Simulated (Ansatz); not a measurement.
**BSiH3ClO (SMILES [SiH3]O[B]Cl) at UBCCD(T)/cc-pVDZ**

Aim: the energy change on altering one bond length of BSiH3ClO at UBCCD(T)/cc-pVDZ, from 2 runs. 

The calculation is run with Ansatz 0.2.0.

128 further runs of the same task are left out: 128 set aside as unsound or not needed.

## (1) The structure to begin with

BSiH3ClO: 7 atoms, total charge 0, spin state doublet. As SMILES, `[SiH3]O[B]Cl`. The coordinates come from a PBE0-D4/def2-TZVP relaxation. This is one conformer, not always the lowest.

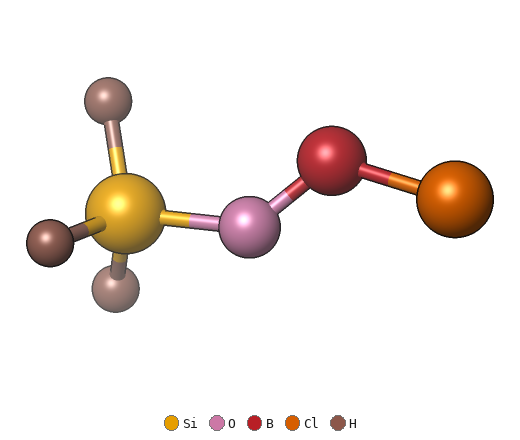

Viewed from a chosen angle; silicon amber, oxygen pink, boron red, chlorine orange, hydrogen brown.

## (2) The energy at UBCCD(T)/cc-pVDZ

File molecule.yaml:

```yaml
basis:
  gaussian: {orbitals: cc-pVDZ}
crystal:
  periodic: [false, false, false]
  atoms:
    - {symbol: Si, position_ang: [-0.573000, 0.775400, 0.374800]}
    - {symbol: O, position_ang: [0.044900, -0.648400, -0.233600]}
    - {symbol: B, position_ang: [1.256200, -1.042100, -0.596600]}
    - {symbol: Cl, position_ang: [1.605000, -2.636800, -1.219100]}
    - {symbol: H, position_ang: [-1.201300, 0.456800, 1.676100]}
    - {symbol: H, position_ang: [0.515600, 1.766600, 0.541200]}
    - {symbol: H, position_ang: [-1.586300, 1.260400, -0.588400]}
magnetization: {spin_polarized: true, initial_magnetization: 1}
correlation: {method: bccd_t, frozen_orbitals: {B: 1, Cl: 5, H: 0, O: 1, Si: 5}}
accuracy: high
scf: {omitted_lower_state_checks: [cluster_reference, increment]}
```

Started as:

```sh
$ ansatz run molecule.yaml --threads 1 --pin off --max-ram 3480MiB --events-out events.jsonl --progress --plain --runs-dir runs
```

Output (excerpt; [...] marks lines left out):

```text
Warning: RAYON_NUM_THREADS=1 ignored (pool sized by the plan → 1); use --threads N
Functional definition: HF
  name "HF"
[...]
1786 factors; integrals over basis functions are off by at most 6.3e-9 eV
[...]
mean field -23124.26291238 eV, -849.8009878416 hartree, gradient 2.1e-8 eV, S^2 0.754357; 0 other end points of the search recorded, 0 dependent functions left out
12 core orbitals not correlated: weight in the atoms' cores, before any rotation towards them, 1.000 or more for the frozen orbitals, at most 0.000 for the correlated occupied ones
reference -23124.26291238 eV, -849.8009878416 hartree; 12, 11 occupied and 55, 56 virtual orbitals, 1786 factors
second order -12.93416910 eV of doubles, -0.00000000 eV of singles
cycle   1  -13.56303987 eV  change   -6.3e-1 eV  update   9.5e-2
[...]
cycle  24  -14.00201715 eV  change   1.1e-10 eV  update   1.6e-9
perturbative correction -0.39009358 eV, -0.0143356745 hartree
Total energy: -23138.65502310 eV, -850.3298881554 hartree
Checks for a lower state left out: cluster_reference, increment
```

Wall time 40 s (1 thread of Arm Neoverse V2, shared host); peak memory 0.85 GiB.

## (3) The distorted shape, same level

File input.yaml:

```yaml
crystal:
  periodic: [false, false, false]
  atoms:
    - {symbol: Si, position_ang: [-0.677643, 1.253824, 0.561556]}
    - {symbol: O, position_ang: [-0.059743, -0.169976, -0.046844]}
    - {symbol: B, position_ang: [1.151557, -0.563676, -0.409844]}
    - {symbol: Cl, position_ang: [1.605000, -2.636800, -1.219100]}
    - {symbol: H, position_ang: [-1.305943, 0.935224, 1.862856]}
    - {symbol: H, position_ang: [0.410957, 2.245024, 0.727956]}
    - {symbol: H, position_ang: [-1.690943, 1.738824, -0.401644]}
basis:
  gaussian:
    orbitals: cc-pVDZ
magnetization:
  spin_polarized: true
  initial_magnetization: 1
correlation:
  method: bccd_t
  frozen_orbitals: {B: 1, Cl: 5, H: 0, O: 1, Si: 5}
accuracy: high
scf:
  omitted_lower_state_checks: [cluster_reference, increment]
```

Started as:

```sh
$ ansatz run input.yaml --threads 1 --pin off --max-ram 3480MiB --events-out events.jsonl --progress --plain --runs-dir runs
```

Output (excerpt; [...] marks lines left out):

```text
Warning: RAYON_NUM_THREADS=1 ignored (pool sized by the plan → 1); use --threads N
[... 2 set-up lines as earlier in the session ...]
[...]
1787 factors; integrals over basis functions are off by at most 4.0e-9 eV
[...]
mean field -23123.05878889 eV, -849.7567371194 hartree, gradient 3.5e-8 eV, S^2 0.784338; 2 other end points of the search recorded, 0 dependent functions left out
12 core orbitals not correlated: weight in the atoms' cores, before any rotation towards them, 1.000 or more for the frozen orbitals, at most 0.000 for the correlated occupied ones
reference -23123.05878889 eV, -849.7567371194 hartree; 12, 11 occupied and 55, 56 virtual orbitals, 1787 factors
second order -12.85256624 eV of doubles, -0.00000000 eV of singles
cycle   1  -13.51085698 eV  change   -6.6e-1 eV  update   1.0e-1
[...]
cycle  29  -14.00890532 eV  change  -9.2e-10 eV  update   1.3e-9
perturbative correction -0.42748586 eV, -0.0157098157 hartree
Total energy: -23137.49518007 eV, -850.2872647101 hartree
Checks for a lower state left out: cluster_reference, increment
```

It took 46 s on 1 thread of Arm Neoverse V2, shared host; peak memory 0.85 GiB.

## (4) Results

Level: UBCCD(T)/cc-pVDZ, 12 core orbitals frozen.

| quantity | value |
| --- | --- |
| first shape: total energy | -850.32989 Eh |
| first shape: correlation energy (12 core orbitals frozen) | -528.9 mEh |
| first shape: (T) correction | -14.34 mEh |
| first shape: ⟨S²⟩ of the reference determinant | 0.754 |
| distorted shape: total energy | -850.28726 Eh |
| distorted shape: correlation energy (12 core orbitals frozen) | -530.5 mEh |
| distorted shape: (T) correction | -15.71 mEh |
| distorted shape: ⟨S²⟩ of the reference determinant | 0.784 |
| energy change with the B3–Cl4 bond stretched from 1.747 to 2.271 Å | 1.160 eV |

In words: With the B3–Cl4 bond stretched from 1.747 to 2.271 Å the energy rises by 1.16 eV (112 kJ/mol). The first shape isn't relaxed at this level, so the change isn't measured from a minimum. The triples (first shape) make up 2.7 % of the correlation energy. The triples (distorted shape) make up 3.0 % of the correlation energy.
